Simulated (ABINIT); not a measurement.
**Beyond one shot: GaP (F-43m)**

Wanted: G0W0 and self-consistent gaps of GaP (F-43m), with the cost of the cycles.

Program: ABINIT 10.8.3. Level of theory: PBE and many-body steps on it, plane waves. Results are calculated unless marked as measured.

**What was measured.**

- Gap 2.25 ± 0.04 eV: optical gap from Tauc plot (fundamental, indirect); spectroscopic ellipsometry, Tauc-Lorentz fit and Tauc plot; 300 K; film (GaP layer on Si reference sample) on Si (“Assessment of GaPSb/Si tandem material association properties for photoelectrochemical cells”, 2020, arxiv:2002.02774).

## Step 1: Set-up

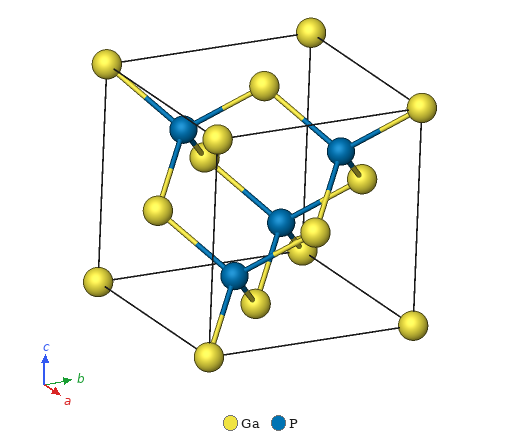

The cell as given, slightly off an axis (gallium yellow, phosphorus blue). This picture shows the conventional cell, with its axes. Bonds to atoms that aren't drawn are left out. Some periodic images of atoms are drawn too.

The cell and positions come from the Crystallography Open Database and are kept as given unless a step says otherwise.

## Step 2: Empty states on the mesh, 4×4×4 mesh, 169 bands

This step: ABINIT 10.8.3; DFT, PBE, plane waves, norm-conserving pseudopotentials.

The sums over transitions need many empty states on a uniform mesh; this step solves for them.

run.abi reads:

```
acell 3*1.0 Angstrom
rprim 
  0.000000000000 2.725250000000 2.725250000000
  2.725250000000 0.000000000000 2.725250000000
  2.725250000000 2.725250000000 0.000000000000
ntypat 2
znucl 31 15
natom 2
typat 1 2
xred 
  0.000000000000 0.000000000000 0.000000000000
  0.250000000000 0.250000000000 0.250000000000
pp_dirpath "pseudos"
pseudos "Ga.upf, P.upf"
ecut 45
ngkpt 4 4 4
nshiftk 1
shiftk 0 0 0
kptopt 1
chksymbreak 0
irdden 1
istwfk *1
nband 169
prtvol 0
optdriver 6
gwr_task "HDIAGO"
paral_kgb 0
occopt 1
indata_prefix "in"
outdata_prefix "out"
tmpdata_prefix "tmp"
```

Run with:

```
$ OMP_NUM_THREADS=1 mpirun -n 4 abinit run.abi > log
```

What it wrote:

```text
.Version 10.8.3 of ABINIT. v10.8.2 released Aug 2026.

 Symmetries : space group F-4 3 m (#216); Bravais cF (face-center cubic)
[... echo of the input left out ...]
== DATASET  1 ==================================================================
-   mpi_nproc: 4, omp_nthreads: 1 (-1 if OMP is not activated)

--- !DatasetInfo
iteration_state: {dtset: 1, }
dimensions: {natom: 2, nkpt: 8, mband: 169, nsppol: 1, nspinor: 1, nspden: 1, mpw: 3972, }
cutoff_energies: {ecut:  45.0, pawecutdg:  -1.0, }
[...]
Indirect band gap semiconductor
 Fundamental gap:     1.652 (eV)
   VBM:     5.227 (eV) at k: [ 0.0000E+00,  0.0000E+00,  0.0000E+00]
   CBM:     6.880 (eV) at k: [ 5.0000E-01,  5.0000E-01,  0.0000E+00]
 Direct gap:         1.809 (eV) at k: [ 0.0000E+00,  0.0000E+00,  0.0000E+00]

== END DATASET(S) ==============================================================
================================================================================

 -outvars: echo values of variables after computation  --------
           etotal      0.0000000000E+00
            nband         169
             nkpt           8
          spgroup         216
 [... the other variables as echoed above ...]

 Calculation completed.
```

Wall time 1.7 min (4 MPI ranks of Arm Neoverse V1, shared host); peak memory 3.6 GiB.

This step gave:

| Quantity | Value |
| --- | --- |
| gap | 1.652 eV |
| k of the valence top | 0, 0, 0 |
| k of the conduction bottom | 0.5, 0.5, 0 |
| least direct gap | 1.809 eV |
| k points computed | 8 |
| lowest point of the top converged band, above the valence top | 125.8280 eV |

On this mesh the gap is 1.652 eV.

The density comes from a self-consistent run that is not shown.

## Step 3: Screening, 4×4×4 mesh, 161 bands, screening to 195.9 eV

The RPA dielectric matrix is built and inverted for each q.

This step: RPA screening on PBE, plane waves, norm-conserving pseudopotentials.

run.abi, as its differences from that of step 2:

```diff
@@ -20,10 +20,11 @@
 chksymbreak 0
-irdden 1
 istwfk *1
-nband 169
-prtvol 0
-optdriver 6
-gwr_task "HDIAGO"
-paral_kgb 0
 occopt 1
+irdwfk 1
+optdriver 3
+nband 161
+ecuteps 7.2
+inclvkb 2
+awtr 1
+symchi 1
 indata_prefix "in"
```

What it wrote:

```text
.Version 10.8.3 of ABINIT. v10.8.2 released Aug 2026.

 Symmetries : space group F-4 3 m (#216); Bravais cF (face-center cubic)
[... echo of the input left out ...]
== DATASET  1 ==================================================================
-   mpi_nproc: 4, omp_nthreads: 1 (-1 if OMP is not activated)

--- !DatasetInfo
iteration_state: {dtset: 1, }
dimensions: {natom: 2, nkpt: 8, mband: 161, nsppol: 1, nspinor: 1, nspden: 1, mpw: 3972, }
cutoff_energies: {ecut:  45.0, pawecutdg:  -1.0, }
electrons: {nelect:   2.60000000E+01, charge:   0.00000000E+00, occopt:   1.00000000E+00, tsmear:   1.00000000E-02, }

 SCREENING: Calculation of the susceptibility and dielectric matrices

 Based on a program developped by R.W. Godby, V. Olevano, G. Onida, and L. Reining.
 Incorporated in ABINIT by V. Olevano, G.-M. Rignanese, and M. Torrent.
.Using double precision arithmetic ; gwpc =  8

[... cell and pseudopotentials left out ...]
--------------------------------------------------------------------------------

 ==== K-mesh for the wavefunctions ====
 Number of points in the irreducible wedge :     8
[... list of points left out ...]
 Together with 24 symmetry operations and time-reversal symmetry
 yields    64 points in the full Brillouin Zone.

 ==== Q-mesh for the screening function ====
 Number of points in the irreducible wedge :     8
[... list of points left out ...]
 Together with 24 symmetry operations and time-reversal symmetry
 yields    64 points in the full Brillouin Zone.

 setmesh: FFT mesh size selected  =    32x   32x   32
          total number of points  =        32768

 vcoul_init : cutoff-mode = AUXILIARY_FUNCTION
 q-points for optical limit:   1
     1)      0.000010    0.000020    0.000030

- screening: taking advantage of time-reversal symmetry
- Maximum band index for partially occupied states nbvw = 13
- Remaining bands to be divided among processors   nbcw = 148
- Number of bands treated by each node ~37

 Number of electrons calculated from density =   26.0000; Expected =   26.0000
 average of density, n =  0.095176
 r_s =    1.3587
 omega_plasma =   29.7591 [eV]

 calculating chi0 at frequencies [eV] :
  1    0.000000E+00    0.000000E+00
  2    0.000000E+00    2.975908E+01

--------------------------------------------------------------------------------
  q-point number  1        q = ( 0.000000, 0.000000, 0.000000) [r.l.u.]
--------------------------------------------------------------------------------
[... chi0 elements left out ...]
 For q-point:  0.000010 0.000020 0.000030
  dielectric constant =  18.1480
  dielectric constant without local fields =  19.7217

  Average fulfillment of the sum rule on Im[epsilon] for q-point    1 :     54.76  [%]
[... wings left out ...]
  q-point number  2        q = ( 0.250000, 0.000000, 0.000000) [r.l.u.]
--------------------------------------------------------------------------------
[... chi0 elements left out ...]
  Average fulfillment of the sum rule on Im[epsilon] for q-point    2 :     61.14  [%]

 [... 6 further q-points ...]
```

It took 61 s on 4 MPI ranks; peak memory 1.3 GiB.

Numbers from this step:

| Quantity | Value |
| --- | --- |
| ε∞ with local fields, on this mesh, along the program's q direction | 18.15 |
| the same without local fields | 19.72 |
| plasma frequency | 29.76 eV |
| plane waves in the screening matrix | 259 |

Local fields lower ε∞ by 8 %. On a Γ-centred mesh this coarse the value itself is usually too large, while a short band sum pulls it down.

## Step 4: G0W0

The self-energy is evaluated for the states that the input lists, and the levels follow from it, in one-shot runs by the linearised quasiparticle equation.

This step: G0W0 on PBE, plane waves, norm-conserving pseudopotentials.

run.abi, as its differences from that of step 3:

```diff
@@ -23,8 +23,17 @@
 irdwfk 1
-optdriver 3
+optdriver 4
 nband 161
+gwcalctyp 0
+ecutsigx 45
+symsigma 1
+nkptgw 2
+kptgw 
+  0.0000000000 0.0000000000 0.0000000000
+  0.5000000000 0.5000000000 0.0000000000
+bdgw 
+  11 17
+  12 15
 ecuteps 7.2
-inclvkb 2
-awtr 1
-symchi 1
+irdscr 1
+ppmodel 1
 indata_prefix "in"
```

What it wrote:

```text
.Version 10.8.3 of ABINIT. v10.8.2 released Aug 2026.

 Symmetries : space group F-4 3 m (#216); Bravais cF (face-center cubic)
[... echo of the input left out ...]
== DATASET  1 ==================================================================
-   mpi_nproc: 4, omp_nthreads: 1 (-1 if OMP is not activated)

--- !DatasetInfo
iteration_state: {dtset: 1, }
dimensions: {natom: 2, nkpt: 8, mband: 161, nsppol: 1, nspinor: 1, nspden: 1, mpw: 3972, }
cutoff_energies: {ecut:  45.0, pawecutdg:  -1.0, }
electrons: {nelect:   2.60000000E+01, charge:   0.00000000E+00, occopt:   1.00000000E+00, tsmear:   1.00000000E-02, }

 SIGMA: Calculation of the GW corrections

 Based on a program developped by R.W. Godby, V. Olevano, G. Onida, and L. Reining.
 Incorporated in ABINIT by V. Olevano, G.-M. Rignanese, and M. Torrent.
.Using double precision arithmetic ; gwpc =  8

[... cell and pseudopotentials left out ...]
--------------------------------------------------------------------------------

 ==== K-mesh for the wavefunctions ====
 Number of points in the irreducible wedge :     8
[... list of points left out ...]
 Together with 24 symmetry operations and time-reversal symmetry
 yields    64 points in the full Brillouin Zone.

 ==== Q-mesh for screening function ====
 Number of points in the irreducible wedge :     8
[... list of points left out ...]
 Together with 24 symmetry operations and time-reversal symmetry
 yields    64 points in the full Brillouin Zone.

 vcoul_init : cutoff-mode = AUXILIARY_FUNCTION
 q-points for optical limit:   1
     1)      0.000010    0.000020    0.000030
 setmesh: FFT mesh size selected  =    45x   45x   45
          total number of points  =        91125

 Number of electrons calculated from density =   26.0000; Expected =   26.0000
 average of density, n =  0.095176
 r_s =    1.3587
 omega_plasma =   29.7591 [eV]

 === KS Band Gaps ===
  >>>> For spin  1
   Minimum direct gap =   1.8094 [eV], located at k-point      :   0.0000  0.0000  0.0000
   Fundamental gap    =   1.6525 [eV], Top of valence bands at :   0.0000  0.0000  0.0000
                                       Bottom of conduction at :   0.5000  0.5000  0.0000
 SIGMA fundamental parameters:
 PLASMON POLE MODEL  1
 number of plane-waves for SigmaX                 3839
 number of plane-waves for SigmaC and W            259
 number of plane-waves for wavefunctions          3839
 number of bands                                   161
 number of independent spin polarizations            1
 number of spinorial components                      1
 number of k-points in IBZ                           8
 number of q-points in IBZ                           8
 number of symmetry operations                      24
 number of k-points in BZ                           64
 number of q-points in BZ                           64
 number of frequencies for dSigma/dE                 9
 frequency step for dSigma/dE [eV]                0.25
 number of omega for Sigma on real axis              0
 max omega for Sigma on real axis  [eV]           0.00
 zcut for avoiding poles [eV]                     0.10

 EPSILON^-1 parameters (SCR file):
 dimension of the eps^-1 matrix on file            259
 dimension of the eps^-1 matrix used               259
 number of plane-waves for wavefunctions          3839
 number of bands                                   161
 number of q-points in IBZ                           8
 number of frequencies                               2
 number of real frequencies                          1
 number of imag frequencies                          1

 matrix elements of self-energy operator (all in [eV])

 Perturbative Calculation

--- !SelfEnergy_ee
iteration_state: {dtset: 1, }
kpoint     : [   0.000,    0.000,    0.000, ]
spin       : 1
KS_gap     :    1.809
QP_gap     :    2.655
Delta_QP_KS:    0.846
data: !SigmaeeData |
     Band     E0 <VxcDFT>   SigX SigC(E0)      Z dSigC/dE  Sig(E)    E-E0       E
       11   5.227 -13.290 -15.271   1.072   0.785  -0.274 -14.004  -0.714   4.513
       12   5.227 -13.290 -15.271   1.072   0.785  -0.274 -14.004  -0.714   4.513
       13   5.227 -13.290 -15.271   1.072   0.785  -0.274 -14.004  -0.714   4.513
       14   7.037 -12.704  -8.093  -4.444   0.792  -0.263 -12.572   0.132   7.169
       15   9.112 -11.361  -6.717  -4.410   0.799  -0.251 -11.174   0.187   9.299
       16   9.112 -11.361  -6.717  -4.410   0.799  -0.251 -11.174   0.187   9.299
       17   9.112 -11.361  -6.717  -4.410   0.799  -0.251 -11.174   0.187   9.299

--- !SelfEnergy_ee
iteration_state: {dtset: 1, }
kpoint     : [   0.500,    0.500,    0.000, ]
spin       : 1
KS_gap     :    4.338
QP_gap     :    5.045
Delta_QP_KS:    0.707
data: !SigmaeeData |
     Band     E0 <VxcDFT>   SigX SigC(E0)      Z dSigC/dE  Sig(E)    E-E0       E
       12   2.542 -11.795 -14.741   1.899   0.778  -0.285 -12.610  -0.815   1.727
       13   2.542 -11.795 -14.741   1.899   0.778  -0.285 -12.610  -0.815   1.727
       14   6.880  -9.776  -5.923  -3.986   0.809  -0.236  -9.884  -0.107   6.772
       15   7.048 -10.956  -6.909  -4.030   0.803  -0.245 -10.942   0.014   7.061

== END DATASET(S) ==============================================================
================================================================================

 -outvars: echo values of variables after computation  --------
           etotal      0.0000000000E+00
            nband         161
             nkpt           8
          spgroup         216
 [... the other variables as echoed above ...]

 Calculation completed.
```

Elapsed: 19 s, on 4 MPI ranks; peak memory 1.2 GiB; 74 s of CPU time.

This step gave:

```yaml
g0w0_gap_on_the_points_computed: 2.259 eV
starting_gap_on_the_mesh: 1.652 eV
k_of_the_valence_top: 0, 0, 0
k_of_the_conduction_bottom: 0.5, 0.5, 0
z_at_the_valence_top: 0.785
z_at_the_conduction_bottom: 0.809
least_direct_g0w0_gap_on_the_computed_points: 2.656 eV
```

The gap on the mesh goes from 1.65 eV to 2.26 eV, a correction of +0.61 eV.

## Step 5: evGW0, cycle 1

This step: evGW0 on PBE, plane waves, norm-conserving pseudopotentials.

run.abi, as its differences from that of step 4:

```diff
@@ -25,12 +25,24 @@
 nband 161
-gwcalctyp 0
+gwcalctyp 10
 ecutsigx 45
 symsigma 1
-nkptgw 2
+nkptgw 8
 kptgw 
   0.0000000000 0.0000000000 0.0000000000
+  0.2500000000 0.0000000000 0.0000000000
+  0.5000000000 0.0000000000 0.0000000000
+  0.2500000000 0.2500000000 0.0000000000
+  0.5000000000 0.2500000000 0.0000000000
+  -0.2500000000 0.2500000000 0.0000000000
   0.5000000000 0.5000000000 0.0000000000
+  -0.2500000000 0.5000000000 0.2500000000
 bdgw 
   11 17
-  12 15
+  11 17
+  11 17
+  11 17
+  11 17
+  11 17
+  11 17
+  11 17
 ecuteps 7.2
```

What it wrote:

```text
.Version 10.8.3 of ABINIT. v10.8.2 released Aug 2026.

 Symmetries : space group F-4 3 m (#216); Bravais cF (face-center cubic)
[... echo of the input left out ...]
== DATASET  1 ==================================================================
-   mpi_nproc: 4, omp_nthreads: 1 (-1 if OMP is not activated)

--- !DatasetInfo
iteration_state: {dtset: 1, }
dimensions: {natom: 2, nkpt: 8, mband: 161, nsppol: 1, nspinor: 1, nspden: 1, mpw: 3972, }
cutoff_energies: {ecut:  45.0, pawecutdg:  -1.0, }
electrons: {nelect:   2.60000000E+01, charge:   0.00000000E+00, occopt:   1.00000000E+00, tsmear:   1.00000000E-02, }

 SIGMA: Calculation of the GW corrections

 Based on a program developped by R.W. Godby, V. Olevano, G. Onida, and L. Reining.
 Incorporated in ABINIT by V. Olevano, G.-M. Rignanese, and M. Torrent.
.Using double precision arithmetic ; gwpc =  8

[... cell and pseudopotentials left out ...]
--------------------------------------------------------------------------------

 ==== K-mesh for the wavefunctions ====
 Number of points in the irreducible wedge :     8
[... list of points left out ...]
 Together with 24 symmetry operations and time-reversal symmetry
 yields    64 points in the full Brillouin Zone.

 ==== Q-mesh for screening function ====
 Number of points in the irreducible wedge :     8
[... list of points left out ...]
 Together with 24 symmetry operations and time-reversal symmetry
 yields    64 points in the full Brillouin Zone.

 vcoul_init : cutoff-mode = AUXILIARY_FUNCTION
 q-points for optical limit:   1
     1)      0.000010    0.000020    0.000030
 setmesh: FFT mesh size selected  =    45x   45x   45
          total number of points  =        91125

 Number of electrons calculated from density =   26.0000; Expected =   26.0000
[...]
spin       : 1
KS_gap     :    4.338
QP_gap     :    5.045
Delta_QP_KS:    0.707
data: !SigmaeeData |
     Band     E_DFT   <VxcDFT>   E(N-1)  <Hhartree>   SigX  SigC[E(N-1)]    Z     dSigC/dE  Sig[E(N)]  DeltaE  E(N)_pert E(N)_diago
[...]
--- !SelfEnergy_ee
iteration_state: {dtset: 1, }
kpoint     : [  -0.250,    0.500,    0.250, ]
spin       : 1
KS_gap     :    8.123
QP_gap     :    8.846
Delta_QP_KS:    0.723
data: !SigmaeeData |
     Band     E_DFT   <VxcDFT>   E(N-1)  <Hhartree>   SigX  SigC[E(N-1)]    Z     dSigC/dE  Sig[E(N)]  DeltaE  E(N)_pert E(N)_diago
[...]
16    11.326   -11.064    11.326    22.390    -5.716    -5.167     0.790    -0.266   -10.921     0.143    11.469    11.403
       17    11.375   -10.531    11.375    21.906    -5.676    -4.827     0.805    -0.243   -10.509     0.022    11.397    11.507

 New Fermi energy :        2.033135E-01 Ha ,    5.532443E+00 eV

 === QP Band Gaps ===
  >>>> For spin  1
   Minimum direct gap =   2.8853 [eV], located at k-point      :   0.0000  0.0000  0.0000
   Fundamental gap    =   2.4289 [eV], Top of valence bands at :   0.0000  0.0000  0.0000
                                       Bottom of conduction at :   0.5000  0.5000  0.0000

 writing QP data on file : out_QPS

 Convergence of QP corrections
 >>>>> For spin  1 <<<<<
.  kptgw no:  1; Maximum DeltaE = ( -12.216   0.002) for band index:  2
.  kptgw no:  2; Maximum DeltaE = ( -10.921  -0.000) for band index:  1
.  kptgw no:  3; Maximum DeltaE = (   0.187   0.000) for band index:  1
[...]
.  kptgw no:  7; Maximum DeltaE = (   0.090   0.000) for band index:  2
.  kptgw no:  8; Maximum DeltaE = (   0.204  -0.000) for band index:  2

== END DATASET(S) ==============================================================
================================================================================

 -outvars: echo values of variables after computation  --------
           etotal      0.0000000000E+00
            nband         161
             nkpt           8
          spgroup         216
 [... the other variables as echoed above ...]

 Calculation completed.
```

Elapsed: 2.6 min, on 4 MPI ranks; peak memory 1.3 GiB.

This step gave:

```
quasiparticle gap on the mesh                         : 2.429 eV
gap of the density functional on the mesh             : 1.652 eV
k of the valence top                                  : 0, 0, 0
k of the conduction bottom                            : 0.5, 0.5, 0
Z at the valence top                                  : 0.785
Z at the conduction bottom                            : 0.809
least direct quasiparticle gap on the computed points : 2.885 eV
```

Against G0W0 in ABINIT (4×4×4 mesh, 161 bands, screening to 195.9 eV, Godby-Needs plasmon pole), the gap moves by +0.170 eV. This first cycle still uses the starting levels; it takes the full correction, at all points of the mesh, and its linearised value is 2.259 eV.

## Step 6: evGW0, cycle 2

The corrected levels of the last cycle go back in.

run.abi, as its differences from that of step 5:

```diff
@@ -50,2 +50,3 @@
 ppmodel 1
+irdqps 1
 indata_prefix "in"
```

What it wrote:

```text
.Version 10.8.3 of ABINIT. v10.8.2 released Aug 2026.

 Symmetries : space group F-4 3 m (#216); Bravais cF (face-center cubic)
[... echo of the input left out ...]
== DATASET  1 ==================================================================
-   mpi_nproc: 4, omp_nthreads: 1 (-1 if OMP is not activated)

--- !DatasetInfo
iteration_state: {dtset: 1, }
dimensions: {natom: 2, nkpt: 8, mband: 161, nsppol: 1, nspinor: 1, nspden: 1, mpw: 3972, }
cutoff_energies: {ecut:  45.0, pawecutdg:  -1.0, }
[...]
.  kptgw no:  3; Maximum DeltaE = (  -0.047   0.000) for band index:  1
[...]
.  kptgw no:  7; Maximum DeltaE = (  -0.042  -0.000) for band index:  3
.  kptgw no:  8; Maximum DeltaE = (  -0.048  -0.000) for band index:  2

== END DATASET(S) ==============================================================
================================================================================

 -outvars: echo values of variables after computation  --------
           etotal      0.0000000000E+00
            nband         161
             nkpt           8
          spgroup         216
 [... the other variables as echoed above ...]

 Calculation completed.
```

Wall time 2.6 min (4 MPI ranks); peak memory 1.3 GiB; 11 min of CPU time.

This step gave:

```yaml
quasiparticle_gap_on_the_mesh: 2.339 eV
gap_of_the_density_functional_on_the_mesh: 1.652 eV
k_of_the_valence_top: 0, 0, 0
k_of_the_conduction_bottom: 0.5, 0.5, 0
least_direct_quasiparticle_gap_on_the_computed_points: 2.742 eV
```

Against the cycle before, the gap moves by −0.090 eV.

[end of part 1 of 3]

[Paths, hosts, dates, memory and timing lines, banners, echoed tables and standing remarks are left out of the program output.]

[Logs are printed without paths, hosts, clocks, repeated set-up lines and the standing remarks that a program may print on its own settings, such as how far it seeks lower states.]

[Runs of the session that timed out or met a known fault of the program may be left out.]

[Hosts, paths, dates, database ids (printed as entryN), source tags and the programs' standing remarks are cut or masked in the printed files.]

[G0W0 gaps are taken among the corrected bands and points alone; a level outside them can change the order at an edge.]

[Where Ansatz stands beside ABINIT at settings called matched, ABINIT's density can come from a denser mesh and the files from another edition; pairs whose starting gaps differed by over 0.03 eV were left out, so agreement reads better than it is.]
